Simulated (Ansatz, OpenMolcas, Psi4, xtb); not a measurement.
# SiH2O2 (SMILES O[Si]O): methods side by side

SiH2O2 has 5 atoms, charge 0, and is taken as a singlet. As SMILES, `O[Si]O`. The coordinates come from a PBE0-D4/def2-TZVP relaxation. This is one conformer, not always the lowest.

Quantity: the HOMO–LUMO gap, in eV. The values are calculated.

```
               level                    kind     program  value (eV)   CPU time
            GFN0-xTB          semi-empirical         xtb        2.21  under 2 s
      HF/aug-cc-pVDZ            Hartree–Fock  OpenMolcas       10.75       12 s
   SVWN5/aug-cc-pVDZ                     LDA      Ansatz        3.95        3 s
  revPBE/aug-cc-pVDZ                     GGA        Psi4        4.00       15 s
   M06-L/aug-cc-pVDZ                meta-GGA        Psi4        4.40       18 s
  r2SCAN/aug-cc-pVDZ                meta-GGA      Ansatz        4.33      8.2 s
 r2SCAN0/aug-cc-pVDZ         hybrid meta-GGA      Ansatz        6.14      8.2 s
   HSE06/aug-cc-pVDZ  range-separated hybrid      Ansatz        5.15      5.1 s
  B2PLYP/aug-cc-pVDZ           double hybrid      Ansatz        7.97      7.1 s
PBE-QIDH/aug-cc-pVDZ           double hybrid      Ansatz        9.16      6.8 s
```

The values span 2.21 to 10.75 eV. Orbital gaps aren't excitation energies, and those of double hybrids come from the SCF part alone; they tend to grow with the share of exact exchange. Times are those of the runs behind each value, whatever else they computed, on shared processors of several kinds: orders of magnitude only.

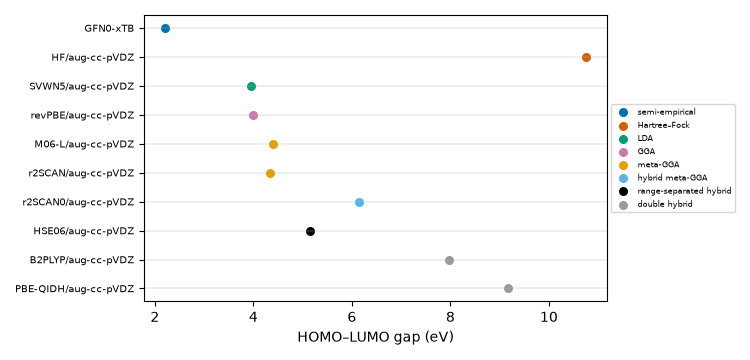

The values of the table, level by level.
